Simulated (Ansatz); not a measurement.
# InP (F-43m): zone-centre modes against carrier density

Aim: how far do free carriers move the optical modes of InP (F-43m)?

Main program and level: Ansatz 0.2.0; DFT LDA, scalar-relativistic, plane waves, PAW; PAW set soft_1.

The database entry behind the starting cell differs from later determinations by our own check (0.1 to 0.3 % short, probably kX units), so it need not match the best structure at ambient conditions.

## Step 1: The structure

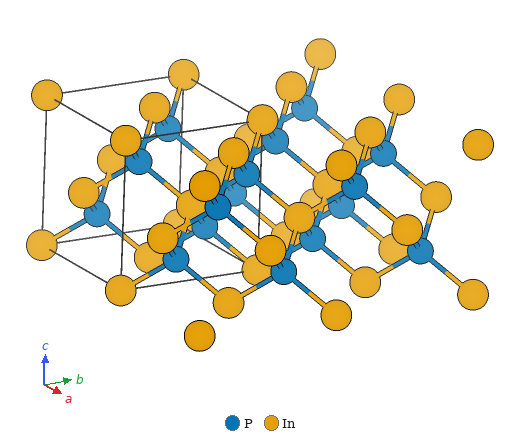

Start, viewed slightly off an axis; phosphorus blue, indium orange. 2×2×1 cells are drawn. This picture shows the conventional cell, with its axes. Bonds to atoms that aren't drawn are left out. Some periodic images of atoms are drawn too.

## Step 2: Bringing the structure to rest

Harmonic phonons are second derivatives at a point where the forces vanish, and they are wanted at zero stress, so atoms and cell are relaxed first.

Input file input.yaml:

```yaml
crystal:
  lattice:
    - [0.0, 2.9305, 2.9305]
    - [2.9305, 0.0, 2.9305]
    - [2.9305, 2.9305, 0.0]
  atoms:
    - { symbol: P, position: [0.75, 0.75, 0.75] }
    - { symbol: In, position: [0.0, 0.0, 0.0] }
kpoints:
  mp_grid: { grid: [10, 10, 10] }
hamiltonian:
  xc: lda
  pseudopotentials: { kind: paw, azcp: { folder: soft_1 }, xc_functional: pbe }
scf:
  occupations: { method: gaussian, width: 0.02 }
output:
  forces: true
  stress: true
  eigenvalues: true
relax:
  adjacent_minimum: "off"
  f_tol: 0.005
  max_steps: 80
  cell: { stress_tol: 0.05 }
```

On the command line:

```
$ ansatz run input.yaml --threads 8 --pin off --max-ram 16384MiB --backend cpu --events-out ev --progress --plain --runs-dir out
```

Numbers of over 12 decimals in the logs are rounded to 6 here.

Log:

```text
Engine: ansatz 0.2.0, aarch64-unknown-linux-gnu
Pseudopotentials: kind: paw
Pseudopotential: P, paw, valence charge 5, recommended cutoff 420 eV (normal), soft_1/P.paw.azcp
Pseudopotential: In, paw, valence charge 13, recommended cutoff 420 eV (normal), soft_1/In.paw.azcp
Functional definition: SPW92
  exchange = slater_x
  correlation = pw_c
Crystal: 2 atoms, lattice volume = 50.333 Å³
Basis set: ecut = 420 eV, 941 PW (Γ)
Bands: 13, of which v1, the nominal top of the filled ones, is band 9 counted from 1 (8 counted from 0)
Symmetry: 24 space group operations
Space group: F-43m (ITA 216), of the structure as read, at distance tolerance 3.7e-5 Å
k-points: 47 of 1000 (time reversal used)
Non-local potential: P, projectors of the file, l = 0: 2, l = 1: 2, l = 2: 1
Non-local potential: In, projectors of the file, l = 0: 2, l = 1: 2, l = 2: 2, l = 3: 1
PAW form: soft (Blöchl's): semilocal exchange-correlation on the pseudo side does not see the compensation charge
PAW frozen core: P, regenerated for the run's functional, and the local potential with it (the file was generated under x = pbe(κ = 0.804, μ = 0.219515), c = pbe(β = 0.066725))
PAW frozen core: In, regenerated for the run's functional, and the local potential with it (the file was generated under x = pbe(κ = 0.804, μ = 0.219515), c = pbe(β = 0.066725))
PAW one-centre angular grid: P, 110 points (default); XC on 64 Gauss nodes
PAW one-centre angular grid: In, 590 points (default); XC on 64 Gauss nodes
Initial density: superposition of atomic densities (chi_scale 0.1, normalization cell, long waves kept (reshape's long-wave potential 0.00 eV rms))
Initial wavefunctions: pseudopotential atomic-orbital guess
Functional: x = slater, c = lda
SCF iter   1: F=—  HF=-6183.851426 eV  |F-HF|=—  |Δ(HF+E_count)|=         —  Δρ=3.22e-2  dr2=7.73e-1  ethr=3.10e-3  ⟨swp⟩=6.4  Hψ=4231  notcnv=0
preconditioner: auto → none  [insulator: Δε(μ)=0.809 eV  Ē_g=14.376 eV  σ=0.020 eV  W_gap=1.00  n_scr=14 (ndim 8)  ℏωp=22.2 eV  f_vac=0.000  D(μ)=0.00/eV (n_scr^D=0)  ε∞_Penn≈3.4]
SCF iter   2: F=—  HF=-6183.623914 eV  |F-HF|=—  |Δ(HF+E_count)|=   2.28e-1  Δρ=1.51e-2  dr2=9.15e-2  ethr=3.10e-3  ⟨swp⟩=3.5  Hψ=1533  notcnv=0
SCF iter   3: F=—  HF=-6183.603573 eV  |F-HF|=—  |Δ(HF+E_count)|=   2.03e-2  Δρ=5.75e-3  dr2=1.23e-2  ethr=5.08e-4  ⟨swp⟩=2.6  Hψ=1057  notcnv=0
SCF iter   4: F=—  HF=-6183.600942 eV  |F-HF|=—  |Δ(HF+E_count)|=   2.63e-3  Δρ=6.92e-4  dr2=1.12e-4  ethr=6.83e-5  ⟨swp⟩=3.1  Hψ=1210  notcnv=0
SCF iter   5: F=—  HF=-6183.600916 eV  |F-HF|=—  |Δ(HF+E_count)|=   2.61e-5  Δρ=1.38e-4  dr2=5.39e-6  ethr=6.22e-7  ⟨swp⟩=2.0  Hψ=1032  notcnv=0
SCF iter   6: F=—  HF=-6183.600913 eV  |F-HF|=—  |Δ(HF+E_count)|=   3.41e-6  Δρ=1.68e-5  dr2=1.11e-7  ethr=2.99e-8  ⟨swp⟩=2.9  Hψ=1041  notcnv=0
SCF iter   7: F=-6183.600913 eV  HF=-6183.600913 eV  |F-HF|=1.66e-9  |Δ(HF+E_count)|=   6.68e-9  Δρ=1.55e-6  dr2=1.98e-9  ethr=5.56e-10  ⟨swp⟩=6.9  Hψ=2992  notcnv=0
SCF 1 converged in 7 iterations: F = -6183.600913 eV  dr2 = 1.98e-9
  greatest PAW one-centre occupation: 0.982 electrons in one spin orbital (limit 2), on the In atom at site 1 (counted from 0), in its partial waves of l = 2
relax step   1: F+E_penalty+E_count = -6183.60091275 eV  Δ(F+E_penalty+E_count) = +0.000e0 eV  max|allowed force component| = 2.498e-16 eV/Å  Δτ_max = 0.0000 Å  P = -1.201 GPa  Ω = 50.333 Å³  (7 SCF iters, dr2 threshold 1.00e-7 eV, accepted)
Crystal: 2 atoms, lattice volume = 49.324 Å³
Initial density: handed on by an earlier stage of this run
Initial wavefunctions: those handed on with the density
iter 1 solved again at ethr=4.94e-6 eV; its pass at ethr=3.10e-3 eV (dr2=8.89e-4 eV) is discarded
SCF iter   1: F=—  HF=-6183.604573 eV  |F-HF|=—  |Δ(HF+E_count)|=         —  Δρ=1.01e-3  dr2=9.42e-4  ethr=4.94e-6  ⟨swp⟩=2.0  Hψ=4687  notcnv=0
preconditioner: auto → none  [insulator: Δε(μ)=0.600 eV  Ē_g=14.687 eV  σ=0.020 eV  W_gap=1.00  n_scr=14 (ndim 8)  ℏωp=22.4 eV  f_vac=0.005  D(μ)=0.00/eV (n_scr^D=0)  ε∞_Penn≈3.3]
SCF iter   2: F=—  HF=-6183.604287 eV  |F-HF|=—  |Δ(HF+E_count)|=   2.86e-4  Δρ=3.55e-4  dr2=6.67e-5  ethr=4.94e-6  ⟨swp⟩=2.0  Hψ=964  notcnv=0
SCF iter   3: F=—  HF=-6183.604274 eV  |F-HF|=—  |Δ(HF+E_count)|=   1.25e-5  Δρ=1.48e-4  dr2=9.03e-6  ethr=3.70e-7  ⟨swp⟩=2.1  Hψ=747  notcnv=0
SCF iter   4: F=—  HF=-6183.604274 eV  |F-HF|=—  |Δ(HF+E_count)|=   2.72e-9  Δρ=3.79e-5  dr2=6.40e-7  ethr=5.02e-8  ⟨swp⟩=1.6  Hψ=701  notcnv=0
SCF iter   5: F=-6183.604274 eV  HF=-6183.604274 eV  |F-HF|=1.97e-9  |Δ(HF+E_count)|=   7.51e-8  Δρ=4.72e-6  dr2=7.42e-9  ethr=1.11e-9  ⟨swp⟩=6.7  Hψ=3136  notcnv=0
SCF 2 converged in 5 iterations: F = -6183.604274 eV  dr2 = 7.42e-9
relax step   2: F+E_penalty+E_count = -6183.60427416 eV  Δ(F+E_penalty+E_count) = -3.361e-3 eV  max|allowed force component| = 5.551e-17 eV/Å  Δτ_max = 0.0000 Å  P = +0.193 GPa  Ω = 49.324 Å³  energy of the carried Pulay correction = +1.043e-4 eV  (5 SCF iters, dr2 threshold 2.00e-7 eV, accepted)
Crystal: 2 atoms, lattice volume = 49.462 Å³
iter 1 solved again at ethr=9.79e-8 eV; its pass at ethr=3.10e-3 eV (dr2=1.76e-5 eV) is discarded
SCF iter   1: F=—  HF=-6183.604346 eV  |F-HF|=—  |Δ(HF+E_count)|=         —  Δρ=1.39e-4  dr2=1.82e-5  ethr=9.79e-8  ⟨swp⟩=2.9  Hψ=4454  notcnv=0
preconditioner: auto → none  [insulator: Δε(μ)=0.573 eV  Ē_g=14.682 eV  σ=0.020 eV  W_gap=1.00  n_scr=14 (ndim 8)  ℏωp=22.4 eV  f_vac=0.008  D(μ)=0.00/eV (n_scr^D=0)  ε∞_Penn≈3.3]
SCF iter   2: F=—  HF=-6183.604340 eV  |F-HF|=—  |Δ(HF+E_count)|=   5.60e-6  Δρ=4.93e-5  dr2=1.35e-6  ethr=9.79e-8  ⟨swp⟩=2.0  Hψ=786  notcnv=0
SCF iter   3: F=—  HF=-6183.604340 eV  |F-HF|=—  |Δ(HF+E_count)|=   3.13e-7  Δρ=1.95e-5  dr2=1.70e-7  ethr=7.47e-9  ⟨swp⟩=2.9  Hψ=1059  notcnv=0
SCF iter   4: F=-6183.604340 eV  HF=-6183.604340 eV  |F-HF|=5.31e-9  |Δ(HF+E_count)|=   1.12e-8  Δρ=6.80e-6  dr2=1.91e-8  ethr=5.19e-10  ⟨swp⟩=6.0  Hψ=2973  notcnv=0
SCF 3 converged in 4 iterations: F = -6183.604340 eV  dr2 = 1.91e-8
relax step   3: F+E_penalty+E_count = -6183.60433984 eV  Δ(F+E_penalty+E_count) = -6.567e-5 eV  max|allowed force component| = 6.476e-17 eV/Å  Δτ_max = 0.0000 Å  P = -0.006 GPa  Ω = 49.462 Å³  energy of the carried Pulay correction = +8.999e-5 eV  (4 SCF iters, dr2 threshold 9.35e-8 eV, accepted)
Initial wavefunctions: pseudopotential atomic-orbital guess (no wavefunctions were taken with the density)
iter 1 solved again at ethr=1.23e-6 eV; its pass at ethr=3.10e-3 eV (dr2=2.22e-4 eV) is discarded
SCF iter   1: F=—  HF=-6183.604259 eV  |F-HF|=—  |Δ(HF+E_count)|=         —  Δρ=1.48e-5  dr2=3.43e-8  ethr=1.23e-6  ⟨swp⟩=3.1  Hψ=6064  notcnv=0
eigensolver tolerance schedule: the retry pair's looser diagonalisation over-reported the residual by 6474.53 of it (diagonalisation noise at an unbounded share of the residual, at the tolerance the schedule requests for it); recorded, not acted on — ethr = c·dr2/N_el stays at c = 1.0e-1
preconditioner: auto → none  [insulator: Δε(μ)=0.575 eV  Ē_g=14.681 eV  σ=0.020 eV  W_gap=1.00  n_scr=14 (ndim 8)  ℏωp=22.4 eV  f_vac=0.008  D(μ)=0.00/eV (n_scr^D=0)  ε∞_Penn≈3.3]
SCF iter   2: F=—  HF=-6183.604255 eV  |F-HF|=—  |Δ(HF+E_count)|=   3.80e-6  Δρ=7.49e-6  dr2=7.50e-9  ethr=1.91e-10  ⟨swp⟩=3.3  Hψ=1399  notcnv=0
SCF iter   3: F=—  HF=-6183.604255 eV  |F-HF|=—  |Δ(HF+E_count)|=   3.22e-9  Δρ=2.86e-6  dr2=6.36e-9  ethr=4.17e-11  ⟨swp⟩=2.0  Hψ=1034  notcnv=0
SCF iter   4: F=—  HF=-6183.604255 eV  |F-HF|=—  |Δ(HF+E_count)|=   2.08e-9  Δρ=7.71e-7  dr2=1.51e-10  ethr=3.53e-11  ⟨swp⟩=2.0  Hψ=765  notcnv=0
SCF iter   5: F=—  HF=-6183.604255 eV  |F-HF|=—  |Δ(HF+E_count)|=  7.64e-11  Δρ=2.18e-7  dr2=2.07e-11  ethr=1.00e-12  ⟨swp⟩=2.0  Hψ=989  notcnv=0
SCF iter   6: F=-6183.604255 eV  HF=-6183.604255 eV  |F-HF|=1.82e-12  |Δ(HF+E_count)|=  3.64e-12  Δρ=7.97e-8  dr2=1.14e-12  ethr=1.00e-12  ⟨swp⟩=7.4  Hψ=3296  notcnv=0
SCF 4 converged in 6 iterations: F = -6183.604255 eV  dr2 = 1.14e-12
relax step   4: F+E_penalty+E_count = -6183.60425493 eV  Δ(F+E_penalty+E_count) = +8.490e-5 eV  max|allowed force component| = 7.401e-17 eV/Å  Δτ_max = 0.0000 Å  P = -0.008 GPa  Ω = 49.462 Å³  stress off target by 7.78e-3 GPa  SCF on the basis re-selected at this cell (its energy is not comparable with the rows above)  (6 SCF iters)
basis re-selected at this cell: Δ(F+E_penalty+E_count) = +8.490e-5 eV, ΔP = -0.002 GPa vs the last step (what re-selecting the basis moved, of the pressure what is left beyond the Pulay correction that the steps carried, after the strain that the cell walked since its last selection, with what the two solves' SCF thresholds leave and, on support functions, any second-order correction that the steps lacked; it is no m [...]
SCF converged after 6 iterations
Free energy (F): -6183.604255 eV
Harris-Foulkes:  -6183.604255 eV  (|F-HF|=1.82e-12)
Internal energy: -6183.604255 eV  (E = F + TS)
E sigma→0 (E₀):  -6183.604255 eV
Fermi energy:    7.286481 eV
--- Per-component energies (eV) ---
  E_band       = -53.156005
  E_kinetic    = 289.150836
  E_local      = -1325.198406  (includes V_loc(G=0)·N_el)
  E_nonlocal   = 363.947144
  E_hartree    = 529.291290
  E_xc         = -214.136665
  E_vxc        = -151.772132  (∫ρ·V_xc dr)
  E_paw        = -4599.225457  (= ΣΔE_a)
  E_vpaw       = -287.866126  (= ΣTr[D̂ρ^β])
  E_aug_tail   = 0.000084  (compensation charges beyond the density's cutoff)
  E_ewald      = -1227.834968
  E_core_change = 0.401886  (= ΣΔE_core)
  E_smearing   = -0.000000  (= −TS)
  E_closure    = -0.000000  (closes the sum)
  Σ components = -6183.604255   (vs F -6183.604255, Δ=0.00e0)
--- Forces (eV/Å), atoms counted from 1 ---
  atom   1  P      0.00000000    -0.00000000    -0.00000000
  atom   2  In    -0.00000000    -0.00000000     0.00000000
  max |Σ_I F_I| component: 7.17e-17 eV/Å
--- Stress (GPa, compression-positive) ---
       -0.007779      -0.000000       0.000000
       -0.000000      -0.007779       0.000000
       -0.000000       0.000000      -0.007779
  P = ⅓ Tr σ = -0.0078 GPa (-0.078 kbar)
--- Band table (eV; the first three rows and the last of 47) ---
  k-point 0: bands = [... 5 lower, -4.6799, 6.9987, 6.9987, 6.9987, 7.5735, 10.9566, 10.9566, 10.9566]
  k-point 1: bands = [... 5 lower, -4.5608, 5.7768, 6.8670, 6.8670, 8.3972, 11.0256, 11.1506, 11.1506]
  k-point 2: bands = [... 5 lower, -4.2181, 4.2067, 6.5707, 6.5707, 8.7034, 11.5368, 11.5368, 11.6686]
  k-point 46: bands = [... 5 lower, -2.0982, 1.1830, 3.9780, 3.9962, 10.6614, 10.9615, 13.0406, 13.4536]
--- Relaxed structure (3 steps of the walk, 3 accepted, 1 SCFs on fresh bases) ---
  F+E_penalty+E_count = -6183.60425493 eV   max|allowed force component| = 7.401e-17 eV/Å   (the final SCF, on the basis selected at the relaxed cell)
  cell:  # Å, volume = 49.4619 Å³
    - [0, 2.913491, 2.913491]
    - [2.913491, 0, 2.913491]
    - [2.913491, 2.913491, 0]
  atoms:
    - { symbol: P, position: [0.75, 0.75, 0.75] }
    - { symbol: In, position: [0, 0, 0] }
```

Elapsed: 4 s, on 8 threads of Arm Neoverse N1, shared host; peak memory 0.38 GiB.

Step by step:

```
step  energy less that of the first step (eV)  largest force component (eV/Å)  pressure (GPa)  volume (Å³)
   1                                   0.0000                          0.0000           -1.20        50.33
   2                                  -0.0034                          0.0000            0.19        49.32
   3                                  -0.0034                          0.0000           -0.01        49.46
  4*                                  -0.0033                          0.0000           -0.01        49.46
```

Relaxation steps marked * repeat the geometry before them on a plane-wave basis chosen anew for their cell, so energy and pressure can jump there.

The run keeps the 24 symmetry operations that it works with, so distortions that break them were not tested.

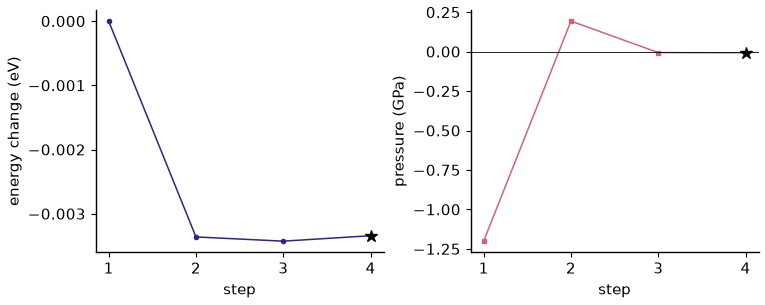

Energy and pressure along the relaxation. Stars mark steps on a basis chosen anew.

| conventional cell, symmetrised | before | after | change |
| --- | --- | --- | --- |
| a (Å) | 5.861 | 5.827 | -0.6 % |
| b (Å) | 5.861 | 5.827 | -0.6 % |
| c (Å) | 5.861 | 5.827 | -0.6 % |
| volume (Å³/atom) | 25.17 | 24.73 | -1.7 % |

Final coordinates:

```cif
data_structure
_symmetry_space_group_name_H-M 'P 1'
_symmetry_Int_Tables_number 1
_cell_length_a 4.1203
_cell_length_b 4.1203
_cell_length_c 4.1203
_cell_angle_alpha 60.000
_cell_angle_beta 60.000
_cell_angle_gamma 60.000
_cell_volume 49.46
loop_
_atom_site_label
_atom_site_type_symbol
_atom_site_fract_x
_atom_site_fract_y
_atom_site_fract_z
_atom_site_occupancy
P1 P 0.75000 0.75000 0.75000 1
In2 In 0.00000 0.00000 0.00000 1
```

Numbers from this step:

```yaml
pressure: -0.007779 GPa
gap_on_the_k_mesh: 0.5747 eV
volume_per_atom: 24.73 Å³
```

In this step the volume went from 25.17 to 24.73 Å³/atom.

## Step 3: Tight relaxation

Phonons need small forces and stress, so the relaxation is finished with tight tolerances on 12×12×12 k points.

Input file input.yaml:

```yaml
crystal:
  lattice:
    - [0.0, 2.913490597, 2.913490597]
    - [2.913490597, 0.0, 2.913490597]
    - [2.913490597, 2.913490597, 0.0]
  atoms:
    - { symbol: P, position: [0.75, 0.75, 0.75] }
    - { symbol: In, position: [0.0, 0.0, 0.0] }
kpoints:
  mp_grid: { grid: [12, 12, 12] }
hamiltonian:
  xc: lda
  pseudopotentials: { kind: paw, azcp: { folder: soft_1 }, xc_functional: pbe }
scf:
  occupations: { method: fixed }
output:
  forces: true
  stress: true
  eigenvalues: true
  write_density: true
  write_potential: true
  elf: true
  volumetric_format: npy
relax:
  adjacent_minimum: "off"
  f_tol: 0.001
  max_steps: 60
  cell: { stress_tol: 0.01 }
```

Log:

```text
[...]
Crystal: 2 atoms, lattice volume = 49.462 Å³
Basis set: ecut = 420 eV, 941 PW (Γ)
Bands: 13, of which v1, the nominal top of the filled ones, is band 9 counted from 1 (8 counted from 0)
Symmetry: 24 space group operations
[...]
k-points: 72 of 1728 (time reversal used)
[...]
k-point 71: bands = [... 5 lower, -2.0899, 1.1991, 3.9205, 3.9446, 11.1800, 11.3335, 12.4454, 13.0426]
--- Relaxed structure (1 steps of the walk, 1 accepted, 1 SCFs on fresh bases) ---
[...]
cell:  # Å, volume = 49.4619 Å³
    - [0.0, 2.913490597, 2.913490597]
    - [2.913490597, 0.0, 2.913490597]
    - [2.913490597, 2.913490597, 0.0]
  atoms:
    - { symbol: P, position: [0.75, 0.75, 0.75] }
    - { symbol: In, position: [0.0, 0.0, 0.0] }
[key lines of the parts left out:]
SCF converged after 6 iterations
Free energy (F): -6183.604708 eV
Fermi energy:    6.998362 eV
P = ⅓ Tr σ = -0.0038 GPa (-0.038 kbar)
```

The job ended after 3.2 s (8 threads; peak memory 0.4 GiB).

Little changed from the start: no atom moved by 0.005 Å and no cell edge by 0.1 %.

This step gave:

```
pressure          : -0.003758 GPa
gap on the k-mesh : 0.5749 eV
```

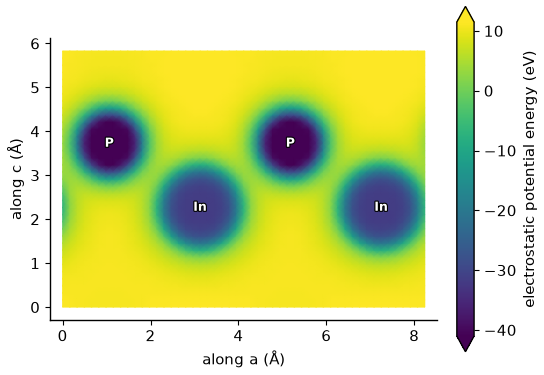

Electrostatic potential energy in the ac plane of a cell with a along [110], b along [-110] and c along [001] of the cube at fractional y = 0.000, with atoms of P and In within 0.2 Å of it. With pseudopotentials it is smooth inside the atoms' cores, unlike the true potential. The map starts off the cell's origin, so that atoms lie inside it.

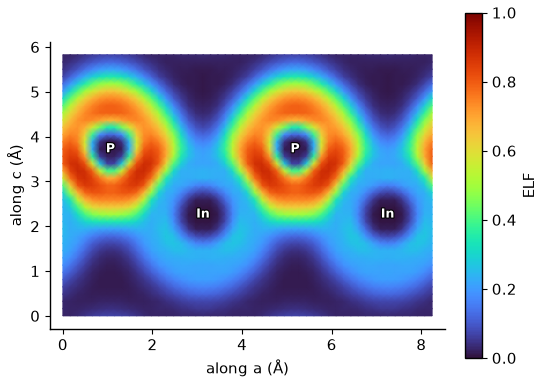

ELF in the ac plane of a cell with a along [110], b along [-110] and c along [001] of the cube at fractional y = 0.000, with atoms of P and In within 0.2 Å of it. It is the smooth field of the valence electrons, not physical close to the nuclei. The map starts off the cell's origin, so that atoms lie inside it.

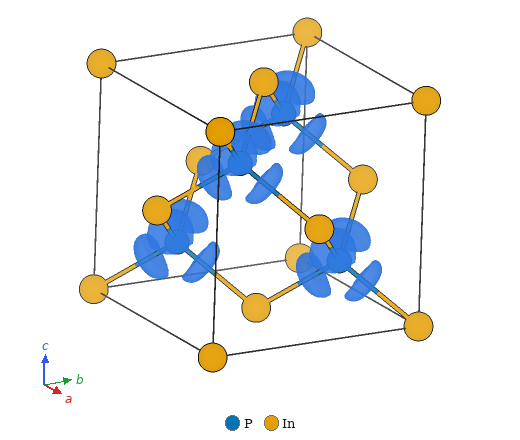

Surface of ELF = 0.81. Bonds to atoms that aren't drawn are left out.

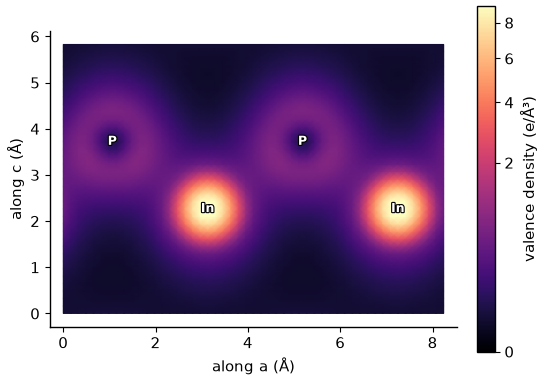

Valence density in the ac plane of a cell with a along [110], b along [-110] and c along [001] of the cube at fractional y = 0.000, with atoms of P and In within 0.2 Å of it. It is the smooth field of the valence electrons, not physical close to the nuclei. The map starts off the cell's origin, so that atoms lie inside it. The colour scale is stretched toward low values.

The forces vanish by symmetry and the pressure is -0.004 GPa, within the tolerances set. The cell now holds 24.73 Å³/atom.

## Step 4: Ground state of a member: no carriers

The cell of the neutral crystal is kept with no carriers. The bands are sampled on 30×30×30 points with Fermi-Dirac filling of 0.03 eV.

input.yaml, the sections that differ from step 3:

```yaml
kpoints:
  mp_grid: { grid: [30, 30, 30] }
scf:
  occupations: { method: fermi_dirac, width: 0.03 }
output:
  forces: true
  stress: true
  eigenvalues: true
# crystal, hamiltonian: as in step 3
# relax: removed
```

Log:

```text
[...]
Crystal: 2 atoms, lattice volume = 49.462 Å³
Basis set: ecut = 420 eV, 941 PW (Γ)
Bands: 13, of which v1, the nominal top of the filled ones, is band 9 counted from 1 (8 counted from 0)
Symmetry: 24 space group operations
[...]
k-points: 752 of 27000 (time reversal used)
[...]
SCF iter   1: F=—  HF=-6183.863267 eV  |F-HF|=—  |Δ(HF+E_count)|=         —  Δρ=3.29e-2  dr2=7.92e-1  ethr=3.10e-3  ⟨swp⟩=6.4  Hψ=67668  notcnv=0
[...]
SCF iter   7: F=-6183.604895 eV  HF=-6183.604895 eV  |F-HF|=1.58e-9  |Δ(HF+E_count)|=   1.40e-8  Δρ=1.54e-6  dr2=1.92e-9  ethr=5.56e-10  ⟨swp⟩=7.0  Hψ=48649  notcnv=0
SCF 1 converged in 7 iterations: F = -6183.604895 eV  dr2 = 1.92e-9
[...]
SCF converged after 7 iterations
Free energy (F): -6183.604895 eV
[...]
Internal energy: -6183.604895 eV  (E = F + TS)
E sigma→0 (E₀):  -6183.604895 eV
Entropy (-TS):   -0.000000 eV (-0.000 meV/atom)
Fermi energy:    7.339757 eV
[...]
--- Stress (GPa, compression-positive) ---
       -0.000057       0.000000      -0.000000
       -0.000000      -0.000057       0.000000
       -0.000000       0.000000      -0.000057
  P = ⅓ Tr σ = -0.0001 GPa (-0.001 kbar)
--- Band table (eV; the first three rows and the last of 752) ---
  k-point 0: bands = [... 5 lower, -4.6804, 6.9981, 6.9981, 6.9981, 7.5732, 10.9565, 10.9565, 10.9565]
  k-point 1: bands = [... 5 lower, -4.6671, 6.7346, 6.9824, 6.9824, 7.7949, 10.9568, 10.9799, 10.9799]
  k-point 2: bands = [... 5 lower, -4.6272, 6.2777, 6.9369, 6.9369, 8.1224, 10.9698, 11.0474, 11.0474]
  k-point 751: bands = [... 5 lower, -2.0911, 1.1972, 3.9269, 3.9503, 11.0999, 11.2829, 12.5339, 13.0973]
```

Elapsed: 10 s, on 8 threads; peak memory 0.82 GiB; 78 s of CPU time.

The forces vanish by symmetry.

(Continued in part 2 of 2.)

[Logs are printed without paths, hosts, clocks, repeated set-up lines and the standing remarks that a program may print on its own settings, such as how far it seeks lower states.]

[Hosts, paths, dates, database ids (printed as entryN), source tags and the programs' standing remarks are cut or masked in the printed files.]
